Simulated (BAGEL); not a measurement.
# NO+ (nitrosonium): B3LYP/6-31G(d) (density fitting with qzvpp-jkfit, spherical functions)

Aim: the energy change on altering one bond length of NO+ (nitrosonium) at B3LYP/6-31G* (density fitting with qzvpp-jkfit, spherical functions), from 2 runs. 

The results are computed with BAGEL 1.2.2.

2 further runs of the same task are left out: 2 set aside as unsound or not needed. Runs told in other sessions of the task aren't counted.

## Step 1: The structure to begin with

NO+: 2 atoms, total charge +1, spin state singlet. As SMILES, `N#[O+]`. The bond length is the measured one.

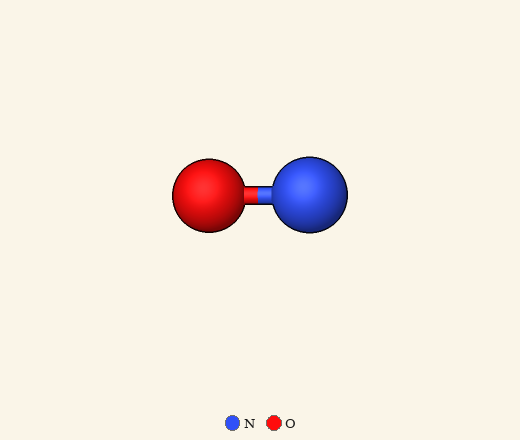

Viewed from a chosen angle; nitrogen blue, oxygen red.

## Step 2: A single-point energy at B3LYP/6-31G(d) (density fitting with qzvpp-jkfit, spherical functions)

input.json reads:

```json
{ "bagel": [

{
  "title": "molecule",
  "basis": "6-31gs.json",
  "df_basis": "qzvpp-jkfit",
  "angstrom": true,
  "geometry": [
    { "atom": "N", "xyz": [       0.000000,       0.000000,       0.000000 ] },
    { "atom": "O", "xyz": [       0.000000,       0.000000,       1.063220 ] }
  ]
},

{
  "title": "ks",
  "xc_func": "b3lyp",
  "charge": 1
},

{
  "title": "print",
  "file": "orbitals.molden",
  "orbitals": true
}

]}
```

The basis set 6-31G* is read from a file made from the Basis Set Exchange's data (not shown).

The run is started by

```
$ BAGEL_NUM_THREADS=1 BAGEL input.json > input.out
```

The program printed:

```text
* using 1 threads per process

  ===============================================================
  ===============================================================

  *** Geometry ***

  { "atom" : "N", "xyz" : [      0.000000,      0.000000,      0.000000 ] },
  { "atom" : "O", "xyz" : [      0.000000,      0.000000,      2.009195 ] },

  Number of auxiliary basis functions:      154

  Since a DF basis is specified, we compute 2- and 3-index integrals:
    o Being stored without compression. Storage requirement is 0.001 GB

  Number of basis functions:       28
  Number of electrons      :       15

    * METHOD: MOLECULE                             0.04

  *** Kohn-Sham DFT ***

    * Removing 2041 points whose weight is below 1.00e-10
    * Grid points: 27771

  === Nuclear Repulsion ===
    27.8718645224

       - DIIS with orbital gradients will be used.

  === KS iteration (b3lyp / 6-31gs.json) ===
      0       -118.78819525          0.21974833           0.06
      1       -114.43751492          0.41770366           0.05
      2       -117.29650301          0.28599079           0.04
      3       -126.77808903          0.21795643           0.04
      4       -128.89365320          0.12372452           0.04
      5       -128.54817669          0.15194338           0.04
      6       -128.72373759          0.13902784           0.04
      7       -129.19956523          0.09238914           0.04
      8       -129.52364683          0.00958570           0.04
      9       -129.52708416          0.00239446           0.04
     10       -129.52730280          0.00004949           0.04
     11       -129.52730299          0.00001372           0.04
     12       -129.52730300          0.00000022           0.04
     13       -129.52730300          0.00000001           0.04
     14       -129.52730300          0.00000000           0.04
    * SCF iteration converged.

    * Permanent dipole moment:
           (    0.000000,    -0.000000,     0.166781) a.u.

    * METHOD: KS                                   0.74

    * METHOD: PRINT                                0.00

  ===============================================================
```

Run time: 1.1 s. Hardware: 1 thread of Intel Xeon Platinum 8259CL at 2.50GHz (Skylake/Cascade Lake), shared host; peak memory 0.084 GiB.

## Step 3: The distorted shape at the same level

input.json reads:

```json
{ "bagel": [

{
  "title": "molecule",
  "basis": "6-31gs.json",
  "df_basis": "qzvpp-jkfit",
  "angstrom": true,
  "geometry": [
    { "atom": "N", "xyz": [       0.000000,       0.000000,      -0.159480 ] },
    { "atom": "O", "xyz": [       0.000000,       0.000000,       1.063220 ] }
  ]
},

{ "title": "ks", "xc_func": "b3lyp", "charge": 1 },

{ "title": "print", "file": "orbitals.molden", "orbitals": true }

]}
```

The basis set 6-31G* is read from a file made from the Basis Set Exchange's data (not shown).

The run is started by

```
$ BAGEL_NUM_THREADS=1 BAGEL input.json > input.out
```

The program printed:

```text
* using 1 threads per process

  ===============================================================
  ===============================================================

  *** Geometry ***

  { "atom" : "N", "xyz" : [      0.000000,      0.000000,     -0.301374 ] },
  { "atom" : "O", "xyz" : [      0.000000,      0.000000,      2.009195 ] },

  Number of auxiliary basis functions:      154

  Since a DF basis is specified, we compute 2- and 3-index integrals:
    o Being stored without compression. Storage requirement is 0.001 GB

  Number of basis functions:       28
  Number of electrons      :       15

    * METHOD: MOLECULE                             0.04

  *** Kohn-Sham DFT ***

    * Removing 1845 points whose weight is below 1.00e-10
    * Grid points: 27967

  === Nuclear Repulsion ===
    24.2364633986

       - DIIS with orbital gradients will be used.

  === KS iteration (b3lyp / 6-31gs.json) ===
      0       -119.58082511          0.19872040           0.06
      1       -113.18126694          0.36576328           0.05
      2       -116.23725691          0.25836194           0.04
      3       -125.36659145          0.23352143           0.04
      4       -128.47639580          0.14948264           0.05
      5       -125.85628353          0.23386688           0.04
      6       -128.83596982          0.12551436           0.04
      7       -126.89129698          0.21655573           0.05
      8       -129.19875294          0.08268099           0.05
      9       -129.35650033          0.05418037           0.04
     10       -129.47830349          0.00495026           0.04
     11       -129.47930422          0.00037039           0.04
     12       -129.47930997          0.00002768           0.05
     13       -129.47930999          0.00001174           0.05
     14       -129.47931000          0.00000282           0.05
     15       -129.47931000          0.00000007           0.04
     16       -129.47931000          0.00000002           0.04
     17       -129.47931000          0.00000000           0.04
    * SCF iteration converged.

    * Permanent dipole moment:
           (   -0.000000,     0.000000,     0.304849) a.u.

    * METHOD: KS                                   0.90

    * METHOD: PRINT                                0.00

  ===============================================================
```

It took 1.3 s on 1 thread of Intel Xeon Platinum 8259CL at 2.50GHz (Skylake/Cascade Lake), shared host; peak memory 0.14 GiB.

## Step 4: Summary of results

At B3LYP/6-31G* (density fitting with qzvpp-jkfit, spherical functions):

| quantity | value |
| --- | --- |
| first shape: total energy | -129.52730 Eh |
| first shape: HOMO energy | -25.06 eV |
| first shape: LUMO energy | -13.55 eV |
| first shape: HOMO–LUMO gap | 11.52 eV |
| distorted shape: total energy | -129.47931 Eh |
| distorted shape: HOMO energy | -24.71 eV |
| distorted shape: LUMO energy | -15.21 eV |
| distorted shape: HOMO–LUMO gap | 9.50 eV |
| energy change with the N1–O2 bond stretched from 1.063 to 1.223 Å | 1.306 eV |

What this shows: With the N1–O2 bond stretched from 1.063 to 1.223 Å the energy rises by 1.31 eV (126 kJ/mol). The first shape isn't relaxed at this level, so the change isn't measured from a minimum.
